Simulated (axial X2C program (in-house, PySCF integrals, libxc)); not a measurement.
# BaS⁺: bond curves with and without spin–orbit coupling

What are the state, bond length, wavenumber and bond energy of BaS⁺, and what does spin–orbit coupling change?

Method: all-electron X2C, Ba dyall-cv3z, S dyall-av3z; program: an in-house X2C program for linear molecules on PySCF integrals.

All values are calculated.

## Step 1: Input

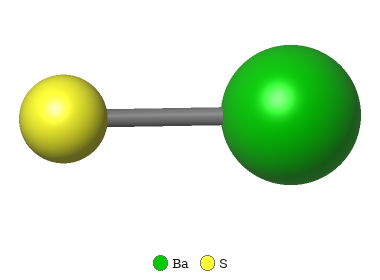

The two atoms at 2.550 Å (barium green, sulfur yellow).

task.json reads:

```json
{"zs": [56, 16], "q": 1, "bas": ["dyall-cv3z", "dyall-av3z"], "levels": ["PBE0", "HF", "PW91"], "cc": true, "r0": 2.55, "thr": -2.0, "nmax": 90, "npts": 10, "nst": 2, "ntry": 6}
```

Keys: zs atomic numbers; q charge; bas basis sets; levels methods (HF also brings MP2); cc coupled cluster on or off; r0 starting distance in Å; thr threshold in hartree for freezing inner shells (an s shell follows its p shell); nmax most natural virtual spinors; npts points asked for on the curve; nst determinants followed; ntry starts of the search.

Launch:

```console
$ python so2c.py task.json out
```

Spin-free means the one-electron spin-free X2C Hamiltonian; two-component (2c) means X2C with spin–orbit coupling and atomic mean-field two-electron Coulomb and Gaunt terms. Basis: Ba dyall-cv3z contracted to [14s14p9d5f1g], S dyall-av3z contracted to [9s8p3d2f]; Gaussian nuclei, density fitting. Masses: Ba 137.905 u, S 31.972 u.

Notation: σ, π±, δ± give the projection m of an orbital's angular momentum (0, ±1, ±2), α and β its spin, Λ and M_S the sums; ω is the projection of a spinor's total angular momentum and Ω the sum. Logs are in hartree.

The results follow Hamiltonian by Hamiltonian and level by level.

## Step 2: Search for the lowest determinant

PBE0 moves the distance from 2.550 Å to 2.719 Å and compares determinants there.

Spin-free determinants:

```csv
ΔE (eV),state,open shells
0.00,"M_S = 1/2, Λ = 1","beyond closed shells: π+α, π+β, π-α"
0.27,"M_S = 1/2, Λ = 0",beyond closed shells: σα
3.36,"M_S = 3/2, Λ = 0","beyond closed shells: σα, π+α, π-α"
3.39,"M_S = 1/2, Λ = 0","beyond closed shells: σβ, π+α, π-α"
3.67,"M_S = 3/2, Λ = 1","beyond closed shells: 2 × σα, π+α, π+β, π-α"
4.06,"M_S = 1/2, Λ = 1","beyond closed shells: 2 × σα, π+α, π+β, π-β"
4.11,"M_S = 3/2, Λ = 2","beyond closed shells: π+α, π-α, δ+α"
```

Two-component determinants:

```tsv
ΔE (eV)	state	open shells
0.00	Ω = 3/2	excess of +ω over −ω: ω = 3/2
0.05	Ω = 1/2	excess of +ω over −ω: ω = 1/2
3.42	Ω = 1/2	excess of +ω over −ω: 2 × ω = -1/2, ω = 3/2
3.67	Ω = 5/2	excess of +ω over −ω: 2 × ω = 1/2, ω = 3/2
4.13	Ω = 5/2	excess of +ω over −ω: ω = -1/2, 2 × ω = 3/2
4.18	Ω = 7/2	excess of +ω over −ω: ω = -1/2, ω = 3/2, ω = 5/2
4.22	Ω = 3/2	excess of +ω over −ω: ω = 1/2, ω = -3/2, ω = 5/2
```

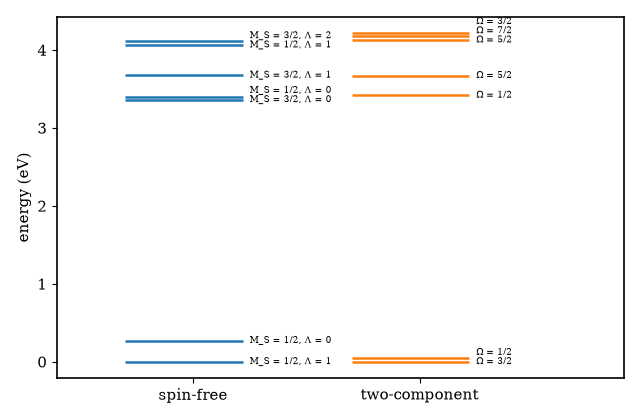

The determinants found, each set from its own lowest.

## Step 3: PBE0, spin-free

State followed: M_S = 1/2, Λ = 1 (beyond closed shells: π+α, π+β, π-α). The scan is laid around 2.719 Å, a first estimate of the minimum, and this SCF restarts from the orbitals of the search.

Output at 2.719 Å:

```text
spin-free X2C-1e  PBE0
basis functions 207  fitting functions 1038  grid points 5085
iter        total energy     max residual
   1      -8533.450306721     2.04e-05
   2      -8533.450306727     1.92e-05
   3      -8533.450306733     2.99e-06
   4      -8533.450306733     1.87e-06
converged
one-electron -11990.88610701  Coulomb 3508.37868930  exact exchange -55.50695546  xc functional -169.81724322  nuclear repulsion 174.38130967
```

Along the bond, energies from the lowest point:

```
R (Å)  E (eV)   μ (D)  HOMO (eV)  LUMO (eV)  iterations
2.365  0.8119   -5.32     -11.26      -9.22          11
2.474  0.3363   -6.05     -11.19      -8.85          11
2.556  0.1319   -6.57     -10.95      -8.59          11
2.637  0.0274   -7.07     -10.70      -8.35          11
2.719  0.0000   -7.55     -10.46      -8.12           4
2.814  0.0424   -8.08     -10.21      -7.88          10
2.909  0.1436   -8.59      -9.97      -7.66          10
3.032  0.3331   -9.21      -9.70      -7.41          10
3.181  0.6203   -9.92      -9.40      -7.14          11
3.399  1.0866  -10.83      -9.04      -6.84          13
```

Dipoles are positive if S is the positive end and refer to the centre of mass.

Outer orbitals at the reference distance:

| symmetry | occupied | ε (eV) | atomic character |
| --- | --- | --- | --- |
| σα | yes | -25.46 | 84% Ba p, 10% S s, 3% S p |
| σβ | yes | -25.35 | 88% Ba p, 6% S s, 3% S p |
| π+β | yes | -25.24 | 98% Ba p |
| π-α | yes | -25.24 | 98% Ba p |
| π+α | yes | -25.24 | 98% Ba p |
| π-β | yes | -25.22 | 98% Ba p |
| σα | yes | -21.90 | 73% S s, 14% Ba p, 6% Ba d |
| σβ | yes | -20.71 | 76% S s, 10% Ba p, 7% Ba d |
| π-α | yes | -11.53 | 86% S p, 9% Ba d, 4% Ba f |
| π+α | yes | -11.53 | 86% S p, 9% Ba d, 4% Ba f |
| σα | yes | -11.22 | 78% S p, 13% Ba d, 4% Ba s |
| σβ | yes | -10.88 | 77% S p, 14% Ba d, 4% Ba s |
| π+β | yes | -10.46 | 82% S p, 12% Ba d, 4% Ba f |
| π-β | no | -8.12 | 76% S p, 18% Ba d, 3% Ba f |
| σα | no | -6.17 | 68% Ba s, 16% Ba d, 6% S p |
| σβ | no | -6.16 | 68% Ba s, 16% Ba d, 6% S p |
| δ+α | no | -5.57 | 98% Ba d |

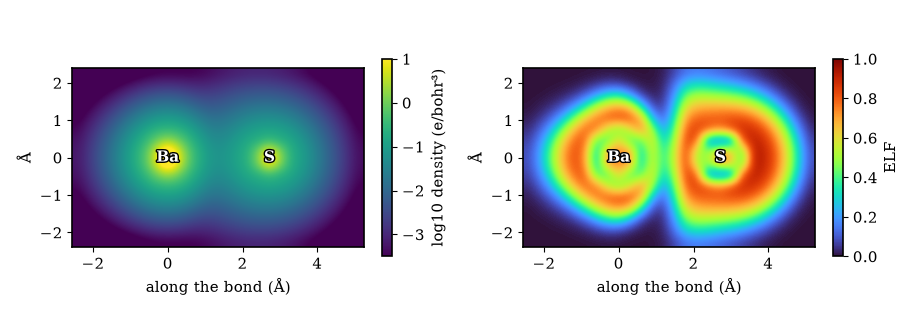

PBE0 fields in a plane through the axis, from a grid of 0.3 Å; Ba lies at z = 0 and S at z = 2.719 Å; the ELF is damped to zero where the density is low.

Re = 2.712 Å, ωe = 309 cm⁻¹, ωexe = 0.729 cm⁻¹, Be = 0.08831 cm⁻¹, De = 3.24 eV, μ = -7.51 D.

## Step 4: HF, spin-free

The SCF at the reference distance of 2.719 Å:

```text
spin-free X2C-1e  HF
basis functions 207  fitting functions 1038  grid points 5085
iter        total energy     max residual
   1      -8530.153929899     4.88e-01
   2      -8530.177952339     4.79e-03
   3      -8530.178590609     1.89e-03
   4      -8530.178672016     5.53e-04
   5      -8530.178688183     3.04e-04
   6      -8530.178692636     1.57e-04
   7      -8530.178693797     8.09e-05
   8      -8530.178694219     3.83e-05
   9      -8530.178694305     1.30e-05
  10      -8530.178694315     4.91e-06
  11      -8530.178694316     9.98e-07
converged
one-electron -11988.87533754  Coulomb 3506.40960363  exact exchange -222.09427007  xc functional 0.00000000  nuclear repulsion 174.38130967
```

Re = 2.791 Å, ωe = 294.8 cm⁻¹, ωexe = 0.646 cm⁻¹, Be = 0.08341 cm⁻¹, De = 1.86 eV, μ = -9.36 D.

## Step 5: PW91, spin-free

Output at 2.719 Å:

```text
spin-free X2C-1e  PW91
basis functions 207  fitting functions 1038  grid points 5085
iter        total energy     max residual
   1      -8534.580792160     2.07e-01
   2      -8534.584112797     4.81e-03
   3      -8534.580681329     9.61e-03
   4      -8534.585152345     6.66e-04
   5      -8534.585159459     1.46e-04
   6      -8534.585159605     1.23e-04
   7      -8534.585160254     9.97e-06
   8      -8534.585160257     4.50e-06
   9      -8534.585160257     7.37e-07
converged
one-electron -11991.48356183  Coulomb 3508.97515558  exact exchange 0.00000000  xc functional -226.45806367  nuclear repulsion 174.38130967
```

Re = 2.720 Å, ωe = 301 cm⁻¹, ωexe = 0.76 cm⁻¹, Be = 0.08779 cm⁻¹, De = 3.36 eV, μ = -6.96 D.

## Step 6: Correlated methods, spin-free

Correlated methods: 15 electrons correlated (frozen shells, counted by type: Ba 4 s, 3 p, 2 d; S 2 s, 1 p), 295 virtual spinors in MP2, 90 natural virtuals in coupled cluster.

Output of the correlated part at 2.719 Å:

```text
correlated 15  virtual 295  natural virtual 90  E(MP2) -0.339979115  MP2 remainder -0.017515001
iter   CCSD correlation   residual
   1     -0.347446811   1.05e-01
   2     -0.354871752   3.60e-02
   3     -0.356133579   1.45e-02
   4     -0.356151366   5.55e-03
   5     -0.356173246   1.98e-03
   6     -0.356175904   8.05e-04
   7     -0.356176092   2.79e-04
   8     -0.356178120   9.44e-05
   9     -0.356177503   3.38e-05
  10     -0.356177257   1.11e-05
  11     -0.356177126   3.75e-06
  12     -0.356177116   1.47e-06
(T) -0.013495700  T1 0.0133  D1 0.0274  max T2 0.054
```

T1 in the output is the amplitude norm over the root of the electron number; divide by √2 for the Lee–Taylor value.

MP2: Re = 2.739 Å, ωe = 305 cm⁻¹, Be = 0.08659 cm⁻¹, De = 2.94 eV.

CCSD: Re = 2.752 Å, ωe = 301 cm⁻¹, ωexe = 0.686 cm⁻¹, Be = 0.08575 cm⁻¹, De = 2.85 eV. T1 at Re = 0.010 (Lee–Taylor, the printed value over √2).

CCSD(T): Re = 2.750 Å, ωe = 301 cm⁻¹, ωexe = 0.695 cm⁻¹, Be = 0.08588 cm⁻¹, De = 2.92 eV. T1 at Re = 0.010 (Lee–Taylor, the printed value over √2).

## Step 7: A higher determinant, spin-free

State: M_S = 1/2, Λ = 0 (beyond closed shells: σα).

Output at the reference distance:

```text
spin-free X2C-1e  PBE0
basis functions 207  fitting functions 1038  grid points 5085
iter        total energy     max residual
   1      -8533.440355199     1.40e-05
   2      -8533.440355206     1.69e-05
   3      -8533.440355210     3.99e-06
   4      -8533.440355211     1.73e-06
converged
one-electron -11989.88031670  Coulomb 3507.36627351  exact exchange -55.50279481  xc functional -169.80482688  nuclear repulsion 174.38130967
```

```
R (Å)  E above the lowest PBE0 point (eV)
2.365                               0.359
2.474                               0.178
2.556                               0.148
2.637                               0.184
2.719                               0.271
2.814                               0.418
2.909                               0.600
3.032                               0.867
3.181                               1.216
```

Re = 2.548 Å, ωe = 328 cm⁻¹, ωexe = 0.791 cm⁻¹, Be = 0.1 cm⁻¹, μ = -6.82 D. Te = 0.15 eV.

## Step 8: The spin-free curves together

Energy (eV) of the followed determinant, spin-free, from each level's lowest point:

```
R (Å)   PBE0     HF    MP2   CCSD  CCSD(T)   PW91
2.365  0.812  1.194  0.936    n/a      n/a  0.821
2.474  0.336  0.583  0.414  0.449    0.442  0.346
2.556  0.132  0.292  0.179  0.202    0.197  0.140
2.637  0.027  0.112  0.049  0.060    0.058  0.032
2.719  0.000  0.021  0.000  0.000    0.000  0.000
2.814  0.042  0.000  0.022  0.011    0.012  0.035
2.909  0.144  0.050  0.106  0.086    0.089  0.127
3.032  0.333  0.187  0.280  0.250    0.253  0.302
3.181  0.620  0.429  0.555    n/a      n/a  0.569
3.399  1.087  0.858  1.015    n/a      n/a  1.002
```

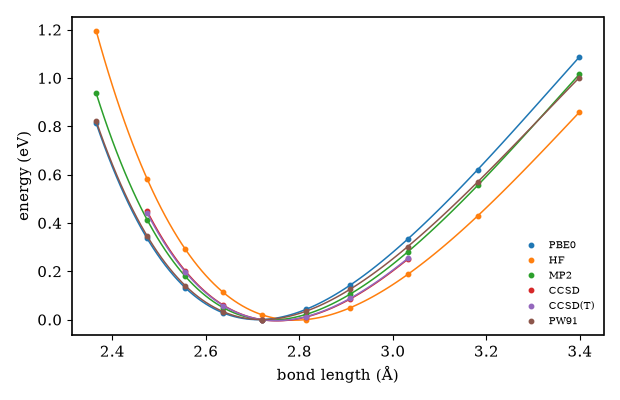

Curves of the followed state, spin-free, each from its own lowest point.

## Step 9: PBE0, 2c

State followed: Ω = 3/2 (excess of +ω over −ω: ω = 3/2). The scan is laid around 2.719 Å, a first estimate of the minimum, and this SCF restarts from the orbitals of the search.

Output at 2.719 Å:

```text
two-component X2C + atomic mean field  PBE0
basis functions 207  fitting functions 1038  grid points 5085
iter        total energy     max residual
   1      -8530.075267042     5.08e-06
   2      -8530.075267042     5.62e-06
converged
one-electron -11980.38190294  Coulomb 3506.44948045  exact exchange -55.47490910  xc functional -169.72727698  nuclear repulsion 174.38130967  atomic mean-field constant -5.32196815
```

Along the bond, energies from the lowest point:

```
R (Å)  E (eV)   μ (D)  HOMO (eV)  LUMO (eV)  iterations
2.365  0.8032   -5.31     -11.26      -9.20          11
2.474  0.3312   -6.04     -11.19      -8.82          11
2.556  0.1289   -6.56     -10.98      -8.56          11
2.637  0.0260   -7.06     -10.73      -8.32          11
2.719  0.0000   -7.53     -10.49      -8.10           2
2.814  0.0437   -8.07     -10.24      -7.86          10
2.909  0.1458   -8.58     -10.00      -7.64          10
3.032  0.3364   -9.20      -9.73      -7.39          10
3.181  0.6244   -9.90      -9.43      -7.12          11
3.399  1.0915  -10.81      -9.06      -6.82          13
```

Dipoles are positive if S is the positive end and refer to the centre of mass.

Outer spinors at the reference distance:

| ω | occupied | ε (eV) | atomic character | λ mixture |
| --- | --- | --- | --- | --- |
| 1/2 | yes | -26.65 | 95% Ba p | 63% π, 37% σ |
| -1/2 | yes | -26.62 | 96% Ba p | 65% π, 35% σ |
| 1/2 | yes | -24.80 | 85% Ba p, 10% S s | 64% σ, 36% π |
| -1/2 | yes | -24.69 | 90% Ba p, 5% S s, 2% S p | 66% σ, 34% π |
| 3/2 | yes | -24.56 | 98% Ba p | 100% π |
| -3/2 | yes | -24.54 | 98% Ba p | 100% π |
| 1/2 | yes | -21.86 | 71% S s, 16% Ba p, 6% Ba d | 99% σ, 1% π |
| -1/2 | yes | -20.70 | 76% S s, 11% Ba p, 7% Ba d | 100% σ |
| -1/2 | yes | -11.55 | 86% S p, 9% Ba d, 4% Ba f | 100% π |
| 3/2 | yes | -11.50 | 86% S p, 9% Ba d, 4% Ba f | 100% π |
| 1/2 | yes | -11.22 | 78% S p, 13% Ba d, 4% Ba s | 100% σ |
| -1/2 | yes | -10.88 | 77% S p, 14% Ba d, 4% Ba s | 100% σ |
| 1/2 | yes | -10.49 | 82% S p, 12% Ba d, 4% Ba f | 100% π |
| -3/2 | no | -8.10 | 76% S p, 18% Ba d, 3% Ba f | 100% π |
| 1/2 | no | -6.17 | 68% Ba s, 16% Ba d, 6% S p | 100% σ |
| -1/2 | no | -6.16 | 68% Ba s, 16% Ba d, 6% S p | 100% σ |
| -3/2 | no | -5.63 | 98% Ba d | 100% δ |

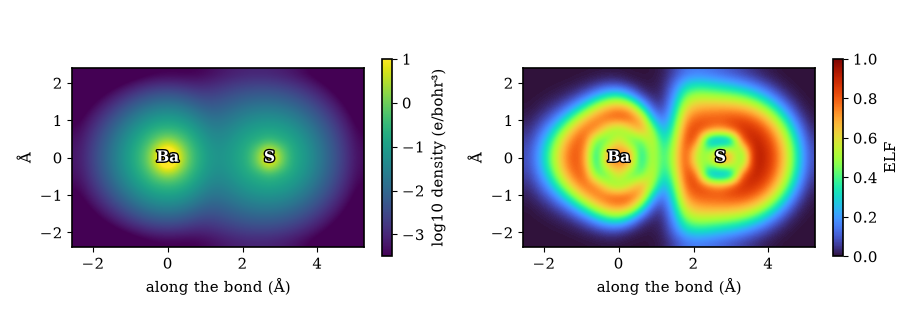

PBE0 fields in a plane through the axis, from a grid of 0.3 Å; Ba lies at z = 0 and S at z = 2.719 Å; the ELF is damped to zero where the density is low.

Re = 2.710 Å, ωe = 309 cm⁻¹, ωexe = 0.729 cm⁻¹, Be = 0.08842 cm⁻¹, De = 3.27 eV, μ = -7.48 D.

## Step 10: HF, 2c

The SCF at the reference distance of 2.719 Å:

```text
two-component X2C + atomic mean field  HF
basis functions 207  fitting functions 1038  grid points 5085
iter        total energy     max residual
   1      -8526.772717354     4.96e-01
   2      -8526.796785394     4.79e-03
   3      -8526.797429058     1.90e-03
   4      -8526.797511104     5.60e-04
   5      -8526.797527287     2.98e-04
   6      -8526.797531666     1.55e-04
   7      -8526.797532787     7.99e-05
   8      -8526.797533194     3.85e-05
   9      -8526.797533282     1.31e-05
  10      -8526.797533291     4.98e-06
  11      -8526.797533293     9.92e-07
converged
one-electron -11978.37037822  Coulomb 3504.47963006  exact exchange -221.96612664  xc functional 0.00000000  nuclear repulsion 174.38130967  atomic mean-field constant -5.32196815
```

Re = 2.789 Å, ωe = 295.0 cm⁻¹, ωexe = 0.646 cm⁻¹, Be = 0.08349 cm⁻¹, De = 1.88 eV, μ = -9.34 D.

## Step 11: PW91, 2c

The SCF at the reference distance of 2.719 Å:

```text
two-component X2C + atomic mean field  PW91
basis functions 207  fitting functions 1038  grid points 5085
iter        total energy     max residual
   1      -8531.207945807     2.11e-01
   2      -8531.211267244     4.83e-03
   3      -8531.207796514     9.67e-03
   4      -8531.212313709     6.63e-04
   5      -8531.212320816     1.47e-04
   6      -8531.212320950     1.24e-04
   7      -8531.212321604     1.00e-05
   8      -8531.212321607     4.49e-06
   9      -8531.212321607     7.35e-07
converged
one-electron -11980.97907582  Coulomb 3507.04567700  exact exchange 0.00000000  xc functional -226.33826430  nuclear repulsion 174.38130967  atomic mean-field constant -5.32196815
```

Re = 2.718 Å, ωe = 301 cm⁻¹, ωexe = 0.761 cm⁻¹, Be = 0.08791 cm⁻¹, De = 3.39 eV, μ = -6.93 D.

## Step 12: MP2 and beyond, 2c

Correlated methods: 15 electrons correlated (frozen shells, counted by type: Ba 4 s, 3 p, 2 d; S 2 s, 1 p), 297 virtual spinors in MP2, 90 natural virtuals in coupled cluster.

Output of the correlated part at 2.719 Å:

```text
correlated 15  virtual 297  natural virtual 90  E(MP2) -0.339438489  MP2 remainder -0.017576298
iter   CCSD correlation   residual
   1     -0.346801006   1.05e-01
   2     -0.354206867   3.59e-02
   3     -0.355465309   1.45e-02
   4     -0.355482164   5.50e-03
   5     -0.355503493   1.95e-03
   6     -0.355506157   7.95e-04
   7     -0.355506339   2.76e-04
   8     -0.355508344   9.38e-05
   9     -0.355507739   3.38e-05
  10     -0.355507493   1.11e-05
  11     -0.355507362   3.75e-06
  12     -0.355507352   1.47e-06
(T) -0.013438846  T1 0.0133  D1 0.0273  max T2 0.053
```

MP2: Re = 2.737 Å, ωe = 305 cm⁻¹, Be = 0.08668 cm⁻¹, De = 2.94 eV.

CCSD: Re = 2.751 Å, ωe = 302 cm⁻¹, ωexe = 0.686 cm⁻¹, Be = 0.08584 cm⁻¹, De = 2.86 eV. T1 at Re = 0.010 (Lee–Taylor, the printed value over √2).

CCSD(T): Re = 2.749 Å, ωe = 301 cm⁻¹, ωexe = 0.695 cm⁻¹, Be = 0.08597 cm⁻¹, De = 2.92 eV. T1 at Re = 0.010 (Lee–Taylor, the printed value over √2).

## Step 13: A higher determinant, 2c

State: Ω = 1/2 (excess of +ω over −ω: ω = 1/2).

Output at the reference distance:

```text
two-component X2C + atomic mean field  PBE0
basis functions 207  fitting functions 1038  grid points 5085
iter        total energy     max residual
   1      -8530.073422818     9.99e-07
   2      -8530.073422818     6.66e-07
converged
one-electron -11980.36932225  Coulomb 3506.43854495  exact exchange -55.47489806  xc functional -169.72708896  nuclear repulsion 174.38130967  atomic mean-field constant -5.32196815
```

```
R (Å)  E above the lowest PBE0 point (eV)
2.365                               0.865
2.474                               0.388
2.556                               0.183
2.637                               0.078
2.719                               0.050
2.814                               0.092
2.909                               0.193
3.032                               0.383
3.181                               0.670
```

Re = 2.712 Å, ωe = 309 cm⁻¹, ωexe = 0.729 cm⁻¹, Be = 0.08828 cm⁻¹, μ = -7.49 D. Te = 0.05 eV.

## Step 14: The 2c curves together

Energy (eV) of the followed determinant, 2c, from each level's lowest point:

```
R (Å)   PBE0     HF    MP2   CCSD  CCSD(T)   PW91
2.365  0.803  1.186  0.929    n/a      n/a  0.811
2.474  0.331  0.577  0.409  0.445    0.437  0.341
2.556  0.129  0.288  0.177  0.199    0.195  0.137
2.637  0.026  0.110  0.048  0.058    0.057  0.031
2.719  0.000  0.019  0.000  0.000    0.000  0.000
2.814  0.044  0.000  0.023  0.012    0.013  0.036
2.909  0.146  0.050  0.108  0.088    0.091  0.129
3.032  0.336  0.189  0.283  0.253    0.256  0.305
3.181  0.624  0.432  0.559    n/a      n/a  0.573
3.399  1.091  0.861  1.019    n/a      n/a  1.006
```

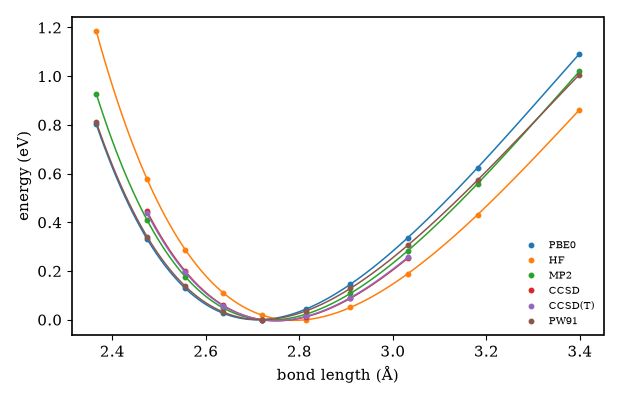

Curves of the followed state, 2c, each from its own lowest point.

The whole job took 3.7 min on 1 thread, shared host.

## Step 15: Results

Lowest determinant that the search found at its distance, spin-free: M_S = 1/2, Λ = 1 (beyond closed shells: π+α, π+β, π-α).

Lowest determinant that the search found at its distance, 2c: Ω = 3/2 (excess of +ω over −ω: ω = 3/2).

```json
{"Hamiltonian": "spin-free", "level": "PBE0", "Re (Å)": "2.712", "ωe (cm⁻¹)": "309", "De (eV)": "3.24", "μ (D)": "-7.51"}
{"Hamiltonian": "spin-free", "level": "HF", "Re (Å)": "2.791", "ωe (cm⁻¹)": "294.8", "De (eV)": "1.86", "μ (D)": "-9.36"}
{"Hamiltonian": "spin-free", "level": "MP2", "Re (Å)": "2.739", "ωe (cm⁻¹)": "305", "De (eV)": "2.94", "μ (D)": "n/a"}
{"Hamiltonian": "spin-free", "level": "CCSD", "Re (Å)": "2.752", "ωe (cm⁻¹)": "301", "De (eV)": "2.85", "μ (D)": "n/a"}
{"Hamiltonian": "spin-free", "level": "CCSD(T)", "Re (Å)": "2.750", "ωe (cm⁻¹)": "301", "De (eV)": "2.92", "μ (D)": "n/a"}
{"Hamiltonian": "spin-free", "level": "PW91", "Re (Å)": "2.720", "ωe (cm⁻¹)": "301", "De (eV)": "3.36", "μ (D)": "-6.96"}
{"Hamiltonian": "2c", "level": "PBE0", "Re (Å)": "2.710", "ωe (cm⁻¹)": "309", "De (eV)": "3.27", "μ (D)": "-7.48"}
{"Hamiltonian": "2c", "level": "HF", "Re (Å)": "2.789", "ωe (cm⁻¹)": "295.0", "De (eV)": "1.88", "μ (D)": "-9.34"}
{"Hamiltonian": "2c", "level": "MP2", "Re (Å)": "2.737", "ωe (cm⁻¹)": "305", "De (eV)": "2.94", "μ (D)": "n/a"}
{"Hamiltonian": "2c", "level": "CCSD", "Re (Å)": "2.751", "ωe (cm⁻¹)": "302", "De (eV)": "2.86", "μ (D)": "n/a"}
{"Hamiltonian": "2c", "level": "CCSD(T)", "Re (Å)": "2.749", "ωe (cm⁻¹)": "301", "De (eV)": "2.92", "μ (D)": "n/a"}
{"Hamiltonian": "2c", "level": "PW91", "Re (Å)": "2.718", "ωe (cm⁻¹)": "301", "De (eV)": "3.39", "μ (D)": "-6.93"}
```

Dipoles are positive if S is the positive end and refer to the centre of mass.

Time per point (s) on 1 thread, shared host (2c runs; CCSD comes with the CCSD(T) run); the times are rough: PBE0 0.8, HF 0.69, MP2 1.2, CCSD(T) 8.1, PW91 0.38.

What this shows: At CCSD(T), going from spin-free to two-component changes Re by -1 mÅ, ωe by 0.0 %, which is small (part of it comes from the scalar share of the two-electron terms). De moves by 0.00 eV; both De rest on single-determinant atoms, which can miss part of an open shell's spin–orbit lowering.

De refers to Ba+ + S, each in the lowest determinant found, which need not be this curve's own limit. The state is a single determinant with fixed occupations, the lowest that a limited PBE0 search found. Dissociation energies refer to the lowest single-determinant-based atoms at the same level and basis. Density functionals use the spin component along the axis (collinear). Coupled cluster ran in a truncated set of natural virtual spinors; the MP2 energy of the rest was added. At some level an empty orbital lies below a filled one.
